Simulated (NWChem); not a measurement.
# SiH2 (SMILES [SiH2]) at 3 levels

Wanted: a comparison of 3 runs (M06-2X/def2-TZVP, M06-2X/def2-SVP, CAM-B3LYP/pcseg-3) of SiH2. 

Program for the calculation: NWChem 7.3.0.

**1. The structure to begin with**

SiH2: 3 atoms, total charge 0, spin state singlet. As SMILES, `[SiH2]`. Geometry: relaxed at PBE0-D4/def2-TZVP.

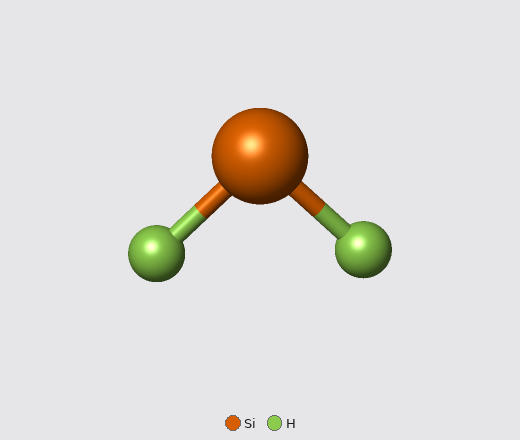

The structure, seen from a chosen angle (silicon orange, hydrogen green).

**2. Energy and forces at M06-2X/def2-TZVP (run 1)**

Contents of mymol.nw:

```
start mymol
title "H2Si gradient"
memory stack 880 mb heap 220 mb global 1100 mb

geometry units angstroms noautosym nocenter noautoz
 Si   -0.491200    0.468600   -0.213600
 H     0.840300    0.578600    0.522500
 H    -0.349100   -1.047200   -0.308900
end

basis spherical bse
 * library def2-TZVP
end

dft
 xc m06-2x
 grid fine
 convergence energy 1e-08
 iterations 100
 mulliken
 print low
end

task dft gradient
```

Command:

```console
nwchem mymol.nw > mymol.out
```

The program printed:

```text
[...]
 d= 0,ls=0.0,diis     1   -290.5771771322 -3.01D+02  8.16D-03  2.06D-01     1.0
[...]
 d= 0,ls=0.0,diis     7   -290.5895300655 -2.35D-09  1.08D-06  4.33D-10     4.7
         Total DFT energy =     -290.589530065513
      One electron energy =     -421.886004849161
           Coulomb energy =      142.894138279796
    Exchange-Corr. energy =      -21.553910253875
 Nuclear repulsion energy =        9.956246757726
[...]
      Total Density - Mulliken Population Analysis
     ---------------------------------------------
    Atom       Charge   Shell Charges
 -----------   ------   -------------------------------------------------------
    1 Si  14    13.95   2.00  0.57  1.40  1.13  0.69  4.12  1.70  0.50  1.17  0.54  0.05  0.09  0.01
    2 H    1     1.02   0.24  0.52  0.25  0.01
    3 H    1     1.02   0.24  0.52  0.25  0.01
[...]
                         DFT ENERGY GRADIENTS
    atom               coordinates                        gradient
                 x          y          z           x          y          z
   1 Si     -0.928233   0.885526  -0.403645   -0.003392   0.003244  -0.001474
   2 H       1.587937   1.093395   0.987382    0.002915   0.000048   0.001589
   3 H      -0.659703  -1.978921  -0.583736    0.000478  -0.003292  -0.000115
 Task  times  cpu:        5.9s     wall:        5.9s
 Total times  cpu:        6.0s     wall:        6.0s
```

It took 6.6 s on 1 thread of Intel Xeon Platinum 8259CL at 2.50GHz (Skylake/Cascade Lake), shared host; peak memory 0.11 GiB.

**3. Energy and gradient at M06-2X/def2-SVP (run 2)**

Contents of h2si.xyz:

```xyz
3

Si    -0.491200     0.468600    -0.213600
H      0.840300     0.578600     0.522500
H     -0.349100    -1.047200    -0.308900
```

Contents of h2si.nw:

```
start h2si
memory total 2200 mb

geometry noautosym nocenter noautoz
   load h2si.xyz
end

basis "ao basis" spherical bse
   * library def2-SVP
end

dft
   xc m06-2x
   grid fine
   convergence energy 1e-08
   iterations 100
   mulliken
   noprint "final vectors analysis"
end

task dft gradient
```

Command:

```console
nwchem h2si.nw > h2si.out
```

The program printed:

```text
[...]
          Wavefunction type:  closed shell.
          No. of atoms     :     3
          No. of electrons :    16
[...]
          Charge           :     0
          Spin multiplicity:     1
[...]
          AO basis - number of functions:    28
[...]
              XC Information
              --------------
                       M06-2X Method XC Functional
                     Hartree-Fock (Exact) Exchange  0.540
                        M06-2X Exchange Functional  1.000
                      M06-2X Correlation Potential  1.000
[...]
 d= 0,ls=0.0,diis     1   -290.4825645725 -3.00D+02  1.30D-02  4.73D-02     0.4
[...]
 d= 0,ls=0.0,diis     7   -290.4917240543 -9.08D-10  6.10D-07  3.99D-11     2.0
         Total DFT energy =     -290.491724054306
      One electron energy =     -421.665019044855
           Coulomb energy =      142.769402061583
    Exchange-Corr. energy =      -21.552353828760
 Nuclear repulsion energy =        9.956246757726
[...]
      Total Density - Mulliken Population Analysis
     ---------------------------------------------
    Atom       Charge   Shell Charges
 -----------   ------   -------------------------------------------------------
    1 Si  14    13.76   2.00  1.99  1.28  0.53  5.93  0.99  0.97  0.08
    2 H    1     1.12   0.73  0.38  0.01
    3 H    1     1.12   0.73  0.38  0.01
[...]
  wavefunction    = closed shell
                         DFT ENERGY GRADIENTS
    atom               coordinates                        gradient
                 x          y          z           x          y          z
   1 Si     -0.928233   0.885526  -0.403645   -0.000740   0.000713  -0.000321
   2 H       1.587937   1.093395   0.987382    0.000472  -0.000212   0.000233
   3 H      -0.659703  -1.978921  -0.583736    0.000267  -0.000502   0.000088
[...]
```

Run time: 3.3 s. Hardware: 1 thread of Intel Xeon Platinum 8259CL at 2.50GHz (Skylake/Cascade Lake), shared host; peak memory 0.11 GiB.

**4. The charge distribution at CAM-B3LYP/pcseg-3 (run 3)**

Contents of input.nw:

```
start input
title "H2Si properties"
memory 2200 mb
geometry noautosym nocenter noautoz
 Si   -0.491200    0.468600   -0.213600
 H     0.840300    0.578600    0.522500
 H    -0.349100   -1.047200   -0.308900
end
basis spherical bse
 * library pcseg-3
end
dft
 xc xcamb88 1.00 lyp 0.81 vwn_5 0.19 hfexch 1.00
 cam 0.33 cam_alpha 0.19 cam_beta 0.46
 grid fine
 convergence energy 1e-08
 direct
 iterations 100
 mulliken
 noprint "final vectors analysis"
end
property
 dipole
 quadrupole
 mulliken
end
task dft property
```

Command:

```console
nwchem input.nw > input.out
```

The program printed:

```text
[...]
          Wavefunction type:  closed shell.
          No. of atoms     :     3
          No. of electrons :    16
[...]
          Charge           :     0
          Spin multiplicity:     1
[...]
          AO basis - number of functions:   130
[...]
              XC Information
              --------------
                     Hartree-Fock (Exact) Exchange  1.000
                   CAM-Becke88 Exchange Functional  1.000
                      VWN V Correlation Functional  0.190 local
              Lee-Yang-Parr Correlation Functional  0.810
[...]
 d= 0,ls=0.0,diis     1   -290.6165503304 -3.01D+02  2.62D-03  2.12D-01    23.0
[...]
 d= 0,ls=0.0,diis     7   -290.6303836269 -3.52D-09  4.45D-07  3.09D-10   165.5
         Total DFT energy =     -290.630383626899
      One electron energy =     -421.895388760487
           Coulomb energy =      142.887709789387
    Exchange-Corr. energy =      -21.578951413525
 Nuclear repulsion energy =        9.956246757726
[...]
      Total Density - Mulliken Population Analysis
     ---------------------------------------------
    Atom       Charge   Shell Charges
 -----------   ------   -------------------------------------------------------
    1 Si  14    13.74   2.00  1.32  0.60  0.30  1.07  0.48  5.85  0.34  0.84  0.72  0.11  0.00  0.00  0.04  0.07  0.00  0.01  0.00
    2 H    1     1.13   0.29  0.40  0.38  0.04  0.00  0.00  0.01  0.01  0.00  0.00  0.00
    3 H    1     1.13   0.29  0.40  0.38  0.04  0.00  0.00  0.01  0.01  0.00  0.00  0.00
[...]
   Dipole moment        0.1139890985 Debye(s)
             DMX        0.0787042637 DMXEFC        0.0000000000
             DMY       -0.0750152393 DMYEFC        0.0000000000
             DMZ        0.0342325478 DMZEFC        0.0000000000
   -EFC- dipole         0.0000000000 DEBYE(S)
   Total dipole         0.1139890985 DEBYE(S)
[...]
```

Run time: 2.8 min. Hardware: 1 thread of Intel Xeon Platinum 8259CL at 2.50GHz (Skylake/Cascade Lake), shared host; peak memory 0.12 GiB.

Atomic charges (e):

| atom | Mulliken | Löwdin |
| --- | --- | --- |
| Si1 | +0.257 | +0.610 |
| H2 | -0.129 | -0.300 |
| H3 | -0.129 | -0.300 |

**5. Overview of the runs**

| run | level | task | energy (Eh) | largest force (eV/Å) | wall time |
| --- | --- | --- | --- | --- | --- |
| 1 | M06-2X/def2-TZVP | gradient | -290.589530 | 0.253 | 6.6 s |
| 2 | M06-2X/def2-SVP | gradient | -290.491724 | 0.055 | 3.3 s |
| 3 | CAM-B3LYP/pcseg-3 | properties | -290.630384 | – | 2.8 min |

**6. Summary of results**

| quantity | value |
| --- | --- |
| run 3: total energy | -290.63038 Eh |
| run 3: dipole moment | 0.11 D |

What this shows: Totals of different functionals can't be ranked against each other. All runs together took 2.9 min, the longest 2.8 min.
